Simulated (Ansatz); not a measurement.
# One shape, several levels: triplet C2H3In

Aim: a comparison of 6 runs (UHF/3-21G, UBHLYP/def2-SVPD, UPBE/def2-SVPD, USVWN5/def2-SVPD, UCCSD/def2-SVPD, UCCSD(T)/def2-SVPD) of triplet C2H3In. 

Program for the calculation: Ansatz 0.2.0.

48 further runs of the same task are left out: 1 that didn't finish, 47 set aside as unsound or not needed.

**1. The structure to begin with**

C2H3In: 6 atoms, total charge 0, spin state triplet. SMILES of the parent species: `C#[C][InH2]`. Geometry: relaxed at PBE0-D4/def2-TZVP. That shape belongs to the parent species and isn't relaxed for this state.

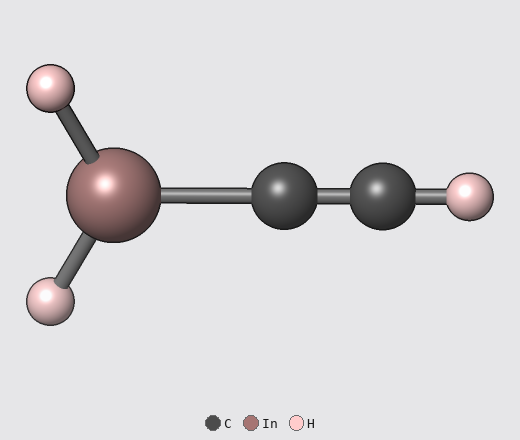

The structure, seen from a chosen angle (carbon dark grey, indium brown, hydrogen pink).

**2. A single-point energy at UHF/3-21G (run 1)**

in.yaml

```yaml
crystal:
  periodic: [false, false, false]
  atoms:
    - {symbol: C, position_ang: [-0.186600, -1.928000, 0.015100]}
    - {symbol: C, position_ang: [-0.070400, -0.723400, 0.005900]}
    - {symbol: In, position_ang: [0.131900, 1.363900, -0.010600]}
    - {symbol: H, position_ang: [-0.289000, -2.989600, 0.023300]}
    - {symbol: H, position_ang: [0.673500, 2.081500, -1.468800]}
    - {symbol: H, position_ang: [-0.259400, 2.195500, 1.435000]}
basis:
  gaussian: {orbitals: 3-21G-spherical.json}
hamiltonian: {xc: hf}
magnetization: {spin_polarized: true, initial_magnetization: 2}
accuracy: high
output: {orbitals: {seedname: orbitals}}
```

The basis set 3-21G is read from a file made from the Basis Set Exchange's data (not shown).

Run with:

```
$ ansatz run in.yaml --threads 1 --pin off --max-ram 3480MiB --events-out events.jsonl --progress --plain --runs-dir runs
```

What it wrote:

```text
Warning: RAYON_NUM_THREADS=1 ignored (pool sized by the plan → 1); use --threads N
Functional definition: HF
  name "HF"
  exchange = exact_x
  correlation = 0
1128 factors; integrals over basis functions are off by at most 7.9e-9 eV
mean field evaluation 1: about -157592.0798 eV, gradient 1.7e1 eV
mean field evaluation 2: about -157592.3396 eV, gradient 1.7e1 eV
mean field evaluation 4: about -157595.1481 eV, gradient 2.5e0 eV
mean field evaluation 8: about -157595.4472 eV, gradient 1.5e0 eV
mean field evaluation 16: about -157595.9039 eV, gradient 4.4e-1 eV
mean field evaluation 32: about -157596.0931 eV, gradient 4.3e-8 eV
mean field evaluation 64: about -157595.5977 eV, gradient 2.7e0 eV
mean field evaluation 96: about -157592.9012 eV, gradient 9.3e0 eV
mean field evaluation 128: about -157590.8657 eV, gradient 9.1e0 eV
mean field evaluation 160: about -157595.8446 eV, gradient 3.2e-3 eV
mean field evaluation 192: about -157593.8893 eV, gradient 5.3e0 eV
mean field evaluation 224: about -157594.9953 eV, gradient 5.6e-1 eV
mean field evaluation 256: about -157595.2614 eV, gradient 2.1e-6 eV
mean field evaluation 288: about -157595.3389 eV, gradient 9.5e-4 eV
mean field -157596.09310932 eV, -5791.5495992988 hartree, gradient 4.3e-8 eV, S^2 2.021852; 6 other end points of the search recorded, 0 dependent functions left out
reference -157596.09310932 eV, -5791.5495992988 hartree; 33, 31 occupied and 22, 24 virtual orbitals, 1128 factors
Total energy: -157596.09310932 eV, -5791.5495992988 hartree
```

It took 8.1 s on 1 thread of Arm Neoverse V2, shared host; peak memory 0.22 GiB.

**3. The energy at UBHLYP/def2-SVPD (core potential) (run 2)**

Changes to in.yaml since step 2:

```diff
@@ -10,6 +10,10 @@
 basis:
-  gaussian: {orbitals: 3-21G-spherical.json}
-hamiltonian: {xc: hf}
-magnetization: {spin_polarized: true, initial_magnetization: 2}
+  gaussian:
+    orbitals: def2-SVPD
+hamiltonian:
+  xc: {name: BHLYP}
+output: {orbitals: {seedname: orbitals}}
 accuracy: high
-output: {orbitals: {seedname: orbitals}}
+magnetization:
+  spin_polarized: true
+  initial_magnetization: 2
```

Run with:

```
$ ansatz run in.yaml --threads 1 --pin off --max-ram 3480MiB --events-out events.jsonl --progress --plain --runs-dir runs
```

What it wrote:

```text
Warning: RAYON_NUM_THREADS=1 ignored (pool sized by the plan → 1); use --threads N
Functional definition: BHLYP
  name "BHLYP"
  parameter a = 0.5
  exchange = (1 - a)*b88_x + a*exact_x
  correlation = lyp_c
2051 factors; integrals over basis functions are off by at most 3.2e-9 eV
mean field evaluation 1: about -7274.1501 eV, gradient 3.6e1 eV
mean field evaluation 2: about -7207.9244 eV, gradient 8.5e1 eV
mean field evaluation 4: about -7283.4870 eV, gradient 8.7e0 eV
mean field evaluation 8: about -7284.0187 eV, gradient 6.4e-1 eV
mean field evaluation 16: about -7284.1070 eV, gradient 3.2e-1 eV
mean field evaluation 32: about -7284.2603 eV, gradient 6.5e-2 eV
mean field -7284.26049327 eV, -267.6916356784 hartree, gradient 2.9e-8 eV, S^2 2.006376; 2 other end points of the search recorded, 0 dependent functions left out
reference -7284.26052103 eV, -267.6916366987 hartree; 19, 17 occupied and 77, 79 virtual orbitals, 2051 factors
Total energy: -7284.26052103 eV, -267.6916366987 hartree
```

Wall time 33 s (1 thread of Arm Neoverse V2, shared host); peak memory 0.45 GiB.

Runs 3 to 5 aren't shown in full; the table further down has their settings and results.

**4. The energy at UCCSD(T)/def2-SVPD (core potential) (run 6)**

molecule.yaml

```yaml
crystal:
  periodic: [false, false, false]
  atoms:
    - {symbol: C, position_ang: [-0.186600, -1.928000, 0.015100]}
    - {symbol: C, position_ang: [-0.070400, -0.723400, 0.005900]}
    - {symbol: In, position_ang: [0.131900, 1.363900, -0.010600]}
    - {symbol: H, position_ang: [-0.289000, -2.989600, 0.023300]}
    - {symbol: H, position_ang: [0.673500, 2.081500, -1.468800]}
    - {symbol: H, position_ang: [-0.259400, 2.195500, 1.435000]}
basis:
  gaussian:
    orbitals: def2-SVPD
correlation:
  method: ccsd_t
  frozen_orbitals: {C: 1, H: 0, In: 4}
accuracy: high
magnetization:
  spin_polarized: true
  initial_magnetization: 2
scf:
  omitted_lower_state_checks: [cluster_reference, increment]
```

Run with:

```
$ ansatz run molecule.yaml --threads 1 --pin off --max-ram 3480MiB --events-out events.jsonl --progress --plain --runs-dir runs
```

What it wrote:

```text
Warning: RAYON_NUM_THREADS=1 ignored (pool sized by the plan → 1); use --threads N
[... 18 lines left out ...]
6 core orbitals not correlated: weight in the atoms' cores, before any rotation towards them, 1.000 or more for the frozen orbitals, at most 0.000 for the correlated occupied ones
[... 35 lines left out ...]
Total energy: -7258.96180299 eV, -266.7619259590 hartree
Checks for a lower state left out: cluster_reference, increment
```

Run time: 2.5 min. Hardware: 1 thread of Arm Neoverse V2, shared host; peak memory 1.4 GiB.

**5. The series**

| run | level | core potential | frozen core orbitals | energy (Eh) | HOMO energy (eV) | ⟨S²⟩ | wall time |
| --- | --- | --- | --- | --- | --- | --- | --- |
| 1 | UHF/3-21G | none | – | -5791.549599 | -5.48 | 2.022 | 8.1 s |
| 2 | UBHLYP/def2-SVPD (core potential) | def2-SVPD | – | -267.691637 | -4.61 | 2.006 | 33 s |
| 3 | UPBE/def2-SVPD (core potential) | def2-SVPD | – | -267.731749 | -3.09 | 2.006 | 22 s |
| 4 | USVWN5/def2-SVPD (core potential) | def2-SVPD | – | -266.788650 | -3.21 | 2.004 | 12 s |
| 5 | UCCSD/def2-SVPD (core potential) | def2-SVPD | 6 | -266.747783 | – | 2.022 | 2 min |
| 6 | UCCSD(T)/def2-SVPD (core potential) | def2-SVPD | 6 | -266.761926 | – | 2.022 | 2.5 min |

**6. Results**

```
                                          quantity          value
                               run 6: total energy  -266.76193 Eh
run 6: correlation energy (6 core orbitals frozen)     -370.2 mEh
                             run 6: (T) correction     -14.14 mEh
          run 6: ⟨S²⟩ of the reference determinant          2.022
                              run 6: T1 diagnostic          0.015
```

**Reading.** Totals of different functionals can't be ranked against each other. Some runs of one species differ in core potentials or relativity; totals across that change don't compare. In run 1 relativity is left out where basis or elements ask for it. All runs together took 5.7 min, the longest 2.5 min.
